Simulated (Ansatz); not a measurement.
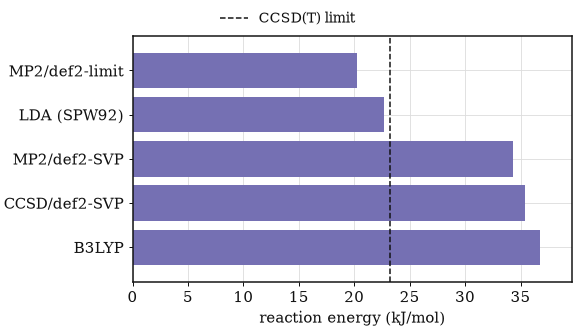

Electronic reaction energy of GeClF₃ ([F][Ge]([F])([F])[Cl]) + NH₃ (N) → GeNH₂ClF₂ ([NH2][Ge]([F])([F])[Cl]) + HF (F) (SMILES in brackets) at several levels (functionals in def2-TZVPP unless a basis is named), isolated molecules at PBE0-D4 triple-zeta geometries, minima by their frequencies, no zero-point or thermal terms, the Ansatz code 0.2.0. The line is frozen-core CCSD(T) at the basis limit (MP2 extrapolated from triple and quadruple zeta, plus CCSD(T) less MP2 in a smaller set). The distance of MP2/def2-SVP and CCSD/def2-SVP to the limit includes basis error. The limit lies 5.4 kJ/mol from CCSD(T)/def2-TZVPP, so the line itself is uncertain by a part of that.

Question: Which level comes closest to the line (CCSD(T) limit), and which misses most?

Answer: Closest LDA (SPW92) (22.7 kJ/mol), against 23.3 kJ/mol; farthest B3LYP (36.7 kJ/mol).

Question: What do zero-point energy and temperature add?

Answer: Zero-point change −4.4 kJ/mol; at 298.15 K and 1 bar the CCSD(T) limit plus thermal terms gives an enthalpy of reaction of 20.2 and a free energy of 17.7 kJ/mol (harmonic PBE0-D4 modes, ideal gas).

Note: no scalar relativity up to krypton; outer-core shells are correlated without core-valence functions, which makes the correlated values less sure.
